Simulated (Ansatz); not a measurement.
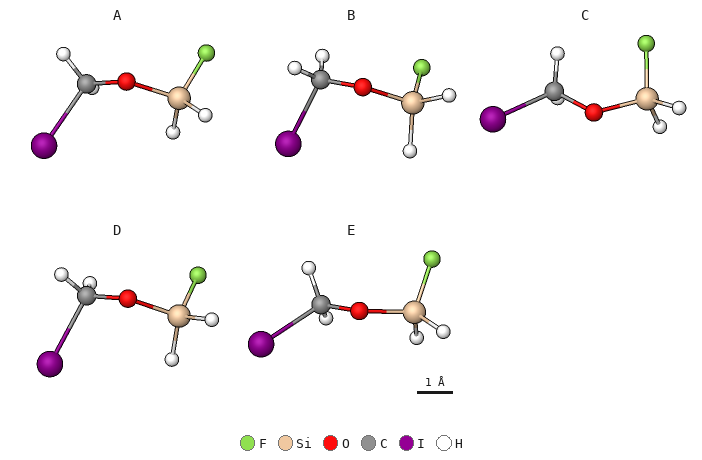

5 geometries from one relaxation of CH$_{4}$FIOSi (coarse preliminary run), in shuffled order. A ball-and-stick model, seen at a tilt.

The start comes from a force field.

The calculation used Ansatz, RKS PBE-D4/def2-SVP. Set-up: force threshold 0.03 eV/Å; at most 200 steps.

Order the frames from highest to lowest energy.

C, E, A, D, B. They are steps 0, 7, 12, 20, 31, at +0.440 eV, +0.133 eV, +0.062 eV, +0.036 eV relative to the last. The energy falls by 0.440 eV in 30 accepted moves (31 points after the start). Largest force component: 2.7 eV/Å at the start, 0.0098 eV/Å at the end. The line search rejected the trial step at point 22 of the run. The forces were under the threshold at step 27, but the run went on from there. The largest move after the best rigid fit is that of the I atom, 1.69 Å. Largest moves by element: I 1.69 Å, H 1.31 Å, F 1.24 Å, O 0.78 Å, C 0.44 Å, Si 0.13 Å. Among the contacts that change: C–I 2.062 → 2.245 Å, C–O 1.434 → 1.372 Å, O–Si 1.638 → 1.687 Å, C–H 1.123 → 1.108 Å. Bond angles that change, for instance: I–C–H 113.7° → 103.1°, O–C–H 106.8° → 114.0°, I–C–H 109.7° → 102.7°. Groups turn about C–O by about 110°. The run took 38 s on 4 threads of Intel Xeon @ 2.80GHz, on a shared host.
